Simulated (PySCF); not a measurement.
## A study: CCl₃, doublet, SMILES `Cl[C](Cl)Cl`

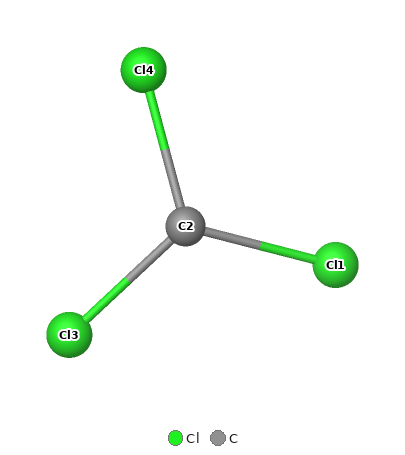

The molecule, with its atoms numbered as below. No frequency check shows the geometry to be a minimum.

Geometry (Å), atoms numbered from 1:

```
Cl1     -1.6184   -0.4342    0.0358
C2      -0.0002    0.0000   -0.3041
Cl3      1.1853   -1.1844    0.0358
Cl4      0.4332    1.6185    0.0358
```

## 1. Bonding charge

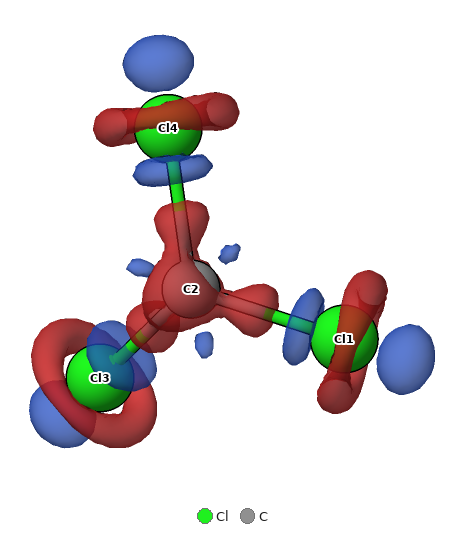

Deformation density (molecule less spherical, spin-averaged free atoms at the same positions), surfaces at ±0.11 e/Å³; red: gain, blue: loss.

Level of theory: BLYP/def2-SVP (PySCF), at a geometry from GFN2-xTB. The stability of the open-shell solution wasn't checked. GFN2-xTB doesn't know the spin state, so this open-shell geometry is rough.

Describe the bonding that the map shows.

Answer. Cl1–C2, C2–Cl4 and C2–Cl3: +0.23 e/Å³ at the bond critical point (bond length 1.71 Å, Mayer order 1.2). In all, 0.9 electrons gather in the regions of gain relative to the promolecule.

Where do the Hirshfeld charges lie?

Answer. The highest Hirshfeld charge is on C2 (0.00 e), the lowest on Cl1, Cl3 and Cl4 (0.00 e).

```json
{"atom": "Cl1", "charge (e)": "0.00"}
{"atom": "C2", "charge (e)": "0.00"}
{"atom": "Cl3", "charge (e)": "0.00"}
{"atom": "Cl4", "charge (e)": "0.00"}
```

## 2. Electrostatic potential

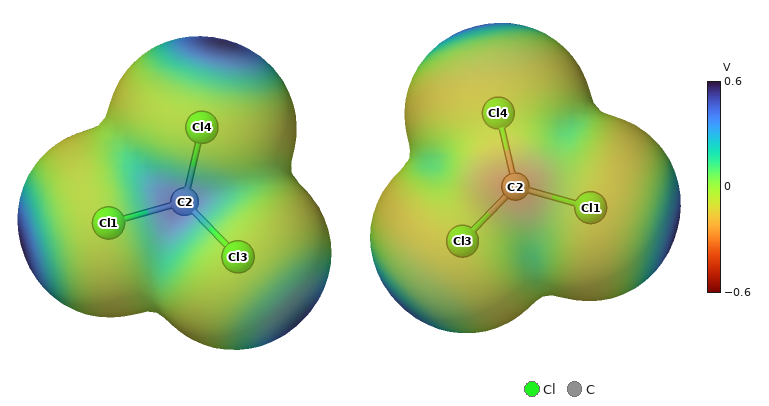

Electrostatic potential on the surface of electron density 0.001 a.u. (back view left, front view right).

Where are the extremes of the potential on the surface?

Answer. Highest: 0.56 V, 1.9 Å from Cl1, and at like points elsewhere. Further maxima include 0.45 V, 2.0 Å from C2; 0.12 V, near C2 (2.05 Å), Cl4 (2.24 Å) and Cl1 (2.24 Å). Lowest: −0.26 V, 2.0 Å from C2. Further minima include −0.16 V, 2.0 Å from Cl3, and at like points elsewhere. The surface is sampled at points, so like sites can differ by a few per cent and only the strongest of them is named.

Does Cl1 carry a σ-hole?

Answer. Yes: a local maximum of +0.56 V lies on the extension of the C2–Cl1 bond.

What volume does the surface enclose, and what is the dipole moment?

Answer. About 98 Å³; the dipole moment is 0.3 D.

## 3. Spin density

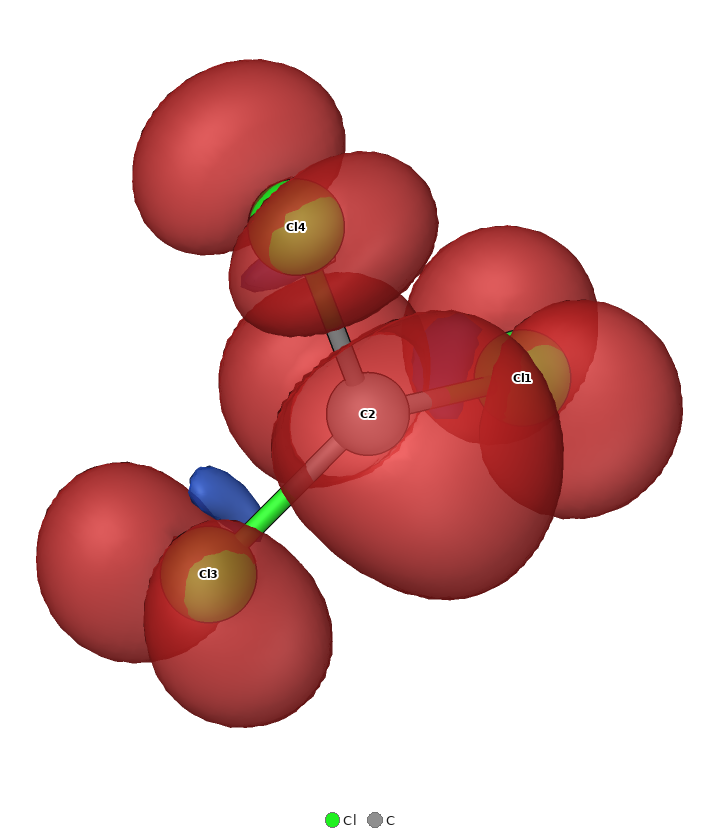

Spin density ρα − ρβ at ±0.01 e/Å³ (red: excess α, blue: excess β).

Give the atomic spin populations that go with this picture.

Answer. Hirshfeld spin populations: C2 +0.57 and Cl1, Cl3 and Cl4 +0.14. ⟨S²⟩ = 0.75, as for a pure state.

## 4. In an electric field

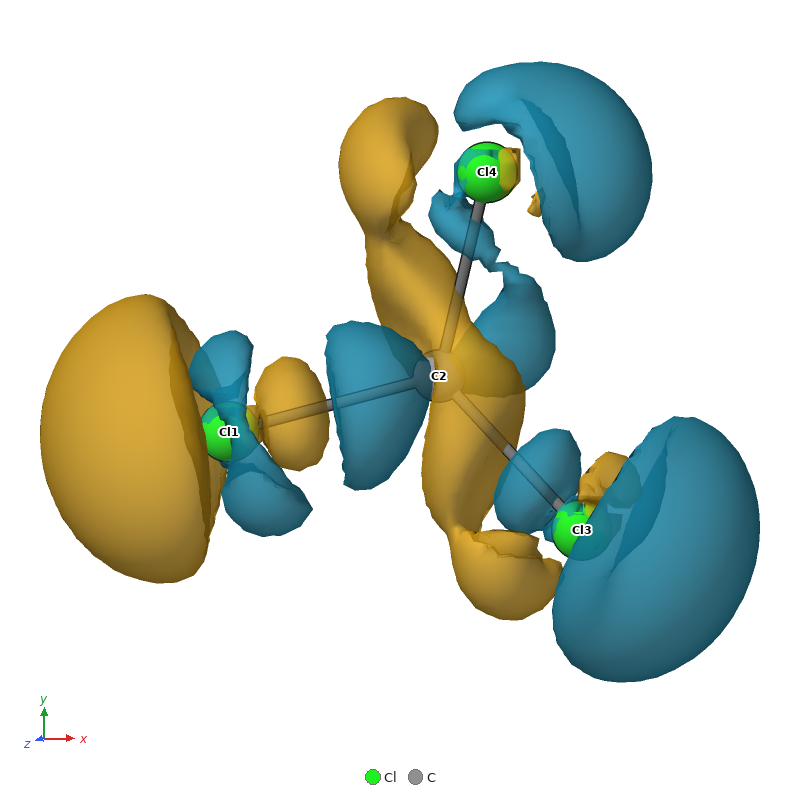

Change of the electron density in a uniform field of 0.21 V/Å, surfaces at ±0.0015 e/Å³ (yellow: gain, teal: loss).

Level of theory: PBE0/6-31+G* (PySCF), at a geometry from GFN2-xTB. The basis has diffuse s and p functions alone, which still leaves polarisabilities too small, most of all across bonds. The stability of the open-shell solution wasn't checked. GFN2-xTB doesn't know the spin state, so this open-shell geometry is rough.

The field was applied in both directions; the picture shows the one opposite to the script's first.

Along which Cartesian direction does the field point?

Answer. Along +x: electrons gather on the −x side, against the field.

How large is the response?

Answer. The induced dipole is 0.55 D (along the field); α along this axis, from the fields in both directions, is 54 bohr³ (8.0 Å³).
